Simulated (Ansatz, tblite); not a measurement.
# [InCl4]-: which spin state is lowest

Aim: set other spin states of [InCl4]- against its singlet, on many levels of theory.

Method: as each input shows; program: Ansatz 0.2.0, Gaussian basis.

Levels to be run: triplet, at the geometry of the singlet (GFN1-xTB, GFN2-xTB, PBE0-D4/def2-TZVPD, PBE-D4/def2-TZVPD, r2SCAN-D4/def2-TZVPD); the singlet's energies come from earlier runs.

2 further runs of the same task are left out: 2 set aside as unsound or not needed. Runs told in other sessions of the task aren't counted.

## (1) The relaxed structure

The singlet was relaxed beforehand with PBE-D4/def2-SVPD.

5 atoms, charge -1, spin multiplicity 1.

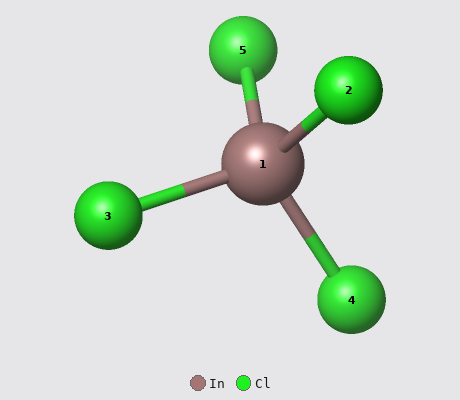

The structure; indium brown, chlorine green; atoms are numbered from 1 in the order of the file.

In takes a core potential in the def2 sets. No spin-orbit coupling is included. The ion is computed in the gas phase, without counter-ions or solvent.

## (2) Triplet at the fixed geometry, GFN1-xTB

Tight binding, by tblite at 300 K electronic temperature and without a spin-polarisation term:

```python
tblite.interface.Calculator('GFN1-xTB', numbers, positions, charge=-1, uhf=2).singlepoint()
```

Energy -512.8937 eV; 0.019 s.

## (3) Triplet at the fixed geometry, GFN2-xTB

Tight binding, by tblite at 300 K electronic temperature and without a spin-polarisation term:

```python
tblite.interface.Calculator('GFN2-xTB', numbers, positions, charge=-1, uhf=2).singlepoint()
```

Energy -538.3408 eV; 0.025 s.

## (4) Triplet at the fixed geometry, PBE0-D4/def2-TZVPD

File in.yaml:

```yaml
crystal:
  periodic: [false, false, false]
  atoms:
    - {symbol: In, position_ang: [0.000097, 0.000038, -0.000080]}
    - {symbol: Cl, position_ang: [0.010882, -0.016933, 2.432482]}
    - {symbol: Cl, position_ang: [2.289777, 0.011281, -0.821097]}
    - {symbol: Cl, position_ang: [-1.155237, 1.988932, -0.791801]}
    - {symbol: Cl, position_ang: [-1.145519, -1.983328, -0.819494]}
basis:
  gaussian: {orbitals: def2-TZVPD}
total_charge: -1
magnetization: {spin_polarized: true, initial_magnetization: 2}
hamiltonian: {xc: pbe0, dispersion: d4}
scf: {omitted_lower_state_checks: [starts]}
output: {orbitals: {seedname: orbitals}}
```

Launch:

```console
$ ansatz run in.yaml --threads 4 --pin off --events-out ev --progress --plain --max-ram 3916MiB
```

Output:

```text
Functional definition: PBE0
  name "PBE0"
  cite "Adamo & Barone, J. Chem. Phys. 110, 6158 (1999) doi:10.1063/1.478522"
  cite "Perdew, Burke & Ernzerhof, Phys. Rev. Lett. 77, 3865 (1996) doi:10.1103/PhysRevLett.77.3865"
  parent pbe
  parameter a = 0.25
  parameter kappa = 0.804
  parameter beta = 0.06672455060314922
  exchange = (1 - a)*pbe_x(kappa = kappa, mu = beta*pi^2/3) + a*exact_x
  correlation = pbe_c(beta = beta)
these checks for a lower state are left out or cut short: starts
1745 factors; their error is unknown
mean field evaluation 1: about -55253.0030 eV, gradient 9.8e0 eV
mean field evaluation 2: about -55250.6040 eV, gradient 2.2e1 eV
mean field evaluation 4: about -55253.5160 eV, gradient 2.2e0 eV
mean field evaluation 8: about -55253.5523 eV, gradient 2.7e-1 eV
mean field evaluation 16: about -55253.7132 eV, gradient 1.8e-2 eV
mean field evaluation 32: about -55253.7171 eV, gradient 6.5e-2 eV
mean field -55253.72000136 eV, -2030.5367577334 hartree, gradient 6.0e-6 eV, S^2 2.004918; 0 other end points of the search recorded, 0 dependent functions left out
reference -55253.72004666 eV, -2030.5367593983 hartree; 46, 44 occupied and 194, 196 virtual orbitals, 1745 factors
Total energy: -55253.91223011 eV, -2030.5438220096 hartree
Checks for a lower state left out: starts
```

It took 2.9 min on 4 threads of Intel Xeon at 2.50GHz, shared host; peak memory 1.3 GiB.

From the report: HOMO 0.11 eV, LUMO -3.50 eV (over both spins; with the spin held, an empty level of the minority spin lies below the top filled one); ⟨S²⟩ 2.005 (pure: 2.00). Doubts: highest occupied level lies above zero.

## (5) Triplet at the fixed geometry, PBE-D4/def2-TZVPD

start.molden holds the orbitals of an earlier run on this state, given as this run's starting guess.

in.yaml: that of step 4 with these lines changed.

```diff
@@ -9,6 +9,6 @@
 basis:
-  gaussian: {orbitals: def2-TZVPD}
+  gaussian: {orbitals: def2-TZVPD, initial_orbitals: start.molden}
 total_charge: -1
 magnetization: {spin_polarized: true, initial_magnetization: 2}
-hamiltonian: {xc: pbe0, dispersion: d4}
+hamiltonian: {xc: pbe, dispersion: d4}
 scf: {omitted_lower_state_checks: [starts]}
```

Same command.

Output:

```text
Functional definition: PBE
  name "PBE"
  cite "Perdew, Burke & Ernzerhof, Phys. Rev. Lett. 77, 3865 (1996) doi:10.1103/PhysRevLett.77.3865"
  parent pbe
  parameter kappa = 0.804
  parameter beta = 0.06672455060314922
  exchange = pbe_x(kappa = kappa, mu = beta*pi^2/3)
  correlation = pbe_c(beta = beta)
these checks for a lower state are left out or cut short: starts
1551 factors; their error is unknown
mean field evaluation 1: about -55250.3724 eV, gradient 1.2e1 eV
mean field evaluation 2: about -55250.5107 eV, gradient 2.5e-1 eV
mean field evaluation 4: about -55250.4997 eV, gradient 4.3e-2 eV
mean field evaluation 8: about -55250.4997 eV, gradient 3.7e-4 eV
mean field -55250.49967755 eV, -2030.4184130161 hartree, gradient 2.3e-6 eV, S^2 2.001399; 0 other end points of the search recorded, 0 dependent functions left out
reference -55250.49973310 eV, -2030.4184150576 hartree; 46, 44 occupied and 194, 196 virtual orbitals, 1551 factors
Total energy: -55250.71548684 eV, -2030.4263438615 hartree
Checks for a lower state left out: starts
```

It took 24 s on 4 threads of Intel Xeon at 2.50GHz, shared host; peak memory 0.88 GiB.

From the report: HOMO 0.70 eV, LUMO -3.56 eV (over both spins; with the spin held, an empty level of the minority spin lies below the top filled one); ⟨S²⟩ 2.001 (pure: 2.00). Doubts: highest occupied level lies above zero.

## (6) Triplet at the fixed geometry, r2SCAN-D4/def2-TZVPD

in.yaml: that of step 5 with these lines changed.

```diff
@@ -12,3 +12,3 @@
 magnetization: {spin_polarized: true, initial_magnetization: 2}
-hamiltonian: {xc: pbe, dispersion: d4}
+hamiltonian: {xc: r2scan, dispersion: d4}
 scf: {omitted_lower_state_checks: [starts]}
```

Same command.

Output:

```text
Functional definition: r2SCAN
  name "r2SCAN"
  cite "Furness, Kaplan, Ning, Perdew & Sun, J. Phys. Chem. Lett. 11, 8208 (2020) doi:10.1021/acs.jpclett.0c02405"
  cite "Furness, Kaplan, Ning, Perdew & Sun, J. Phys. Chem. Lett. 11, 9248 (2020) doi:10.1021/acs.jpclett.0c03077"
  parent r2scan
  parameter k0 = 0.174
  parameter k1 = 0.065
  parameter a1 = 4.9479
  exchange = r2scan_x(k0 = k0, k1 = k1, a1 = a1)
  correlation = r2scan_c
these checks for a lower state are left out or cut short: starts
1551 factors; their error is unknown
mean field evaluation 1: about -55269.2878 eV, gradient 8.7e0 eV
mean field evaluation 2: about -55269.3360 eV, gradient 1.1e-1 eV
mean field evaluation 4: about -55269.3227 eV, gradient 1.3e-3 eV
mean field evaluation 8: about -55269.3227 eV, gradient 2.3e-5 eV
mean field -55269.32273678 eV, -2031.1101476843 hartree, gradient 2.7e-6 eV, S^2 2.003530; 0 other end points of the search recorded, 0 dependent functions left out
reference -55269.32279369 eV, -2031.1101497756 hartree; 46, 44 occupied and 194, 196 virtual orbitals, 1551 factors
Total energy: -55269.37573965 eV, -2031.1120955037 hartree
Checks for a lower state left out: starts
```

Run time: 65 s. Hardware: 4 threads of Intel Xeon at 2.50GHz, shared host; peak memory 0.96 GiB.

HOMO 0.79 eV, LUMO -3.73 eV (over both spins; with the spin held, an empty level of the minority spin lies below the top filled one); ⟨S²⟩ 2.004 (pure: 2.00). Doubts: highest occupied level lies above zero.

## (7) Triplet less singlet, vertical

The singlet's energies are those of its earlier runs, whose logs aren't repeated here.

```tsv
level	triplet less singlet, vertical (eV)	time
GFN1-xTB	+4.414	0.042 s
GFN2-xTB	+3.665	0.046 s
PBE-D4/def2-TZVPD	+4.231	29 s
r2SCAN-D4/def2-TZVPD	+4.663	77 s
PBE0-D4/def2-TZVPD	+5.033	3.1 min
```

Times add the two runs; a level without a time comes out of a correlated run. Tight binding without a spin term can't rank spin states.

## (8) Outcome

| quantity | value |
| --- | --- |
| triplet less singlet, vertical, functionals in def2-TZVPD | +4.231 (PBE-D4) to +5.033 eV (PBE0-D4) |

**Reading.** All functionals put the triplet above the singlet, over a spread of 0.802 eV. The checks for a lower triplet were left out, so another state of that spin may lie lower. These are electronic energies, without zero-point motion, entropy or surroundings.

The anion's highest level is positive in at least one run, so there the basis alone may hold the extra electron.
